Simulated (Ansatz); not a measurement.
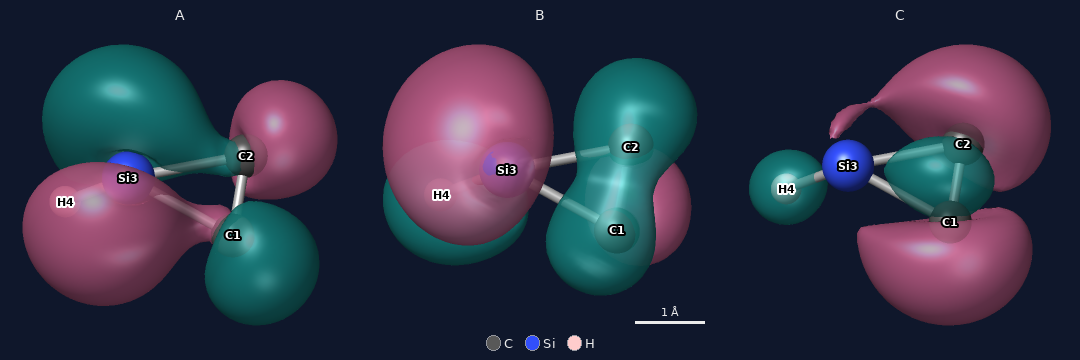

C2HSi (SMILES [C]1=C=[SiH]1) (doublet). Three frontier orbitals at ±0.1 Å⁻³ᐟ² (teal and pink are the two phases), in no order.

Geometry: PBE0-D4/def2-TZVP.

Method: Ansatz 0.2.0, UKS PBE0-D4/def2-TZVPP.

Order the three orbitals by energy and name them. All are α orbitals.

Answer. C is the HOMO−1 (α) (−7.98 eV). By Hirshfeld shares it lies mainly on C1 (about 45 %) and C2 (about 40 %). B is the HOMO (α) (−7.09 eV). Its weight (Hirshfeld) is mainly on Si3 (about 55 %), C2 (about 20 %), C1 (about 15 %) and H4 (about 10 %). A is the LUMO (α) (−3.58 eV). It lies mainly on Si3 (about 55 %), C1 (about 20 %) and C2 (about 20 %).

What is the gap between the highest occupied and lowest empty α orbitals?

Answer. 3.51 eV between the orbital energies.
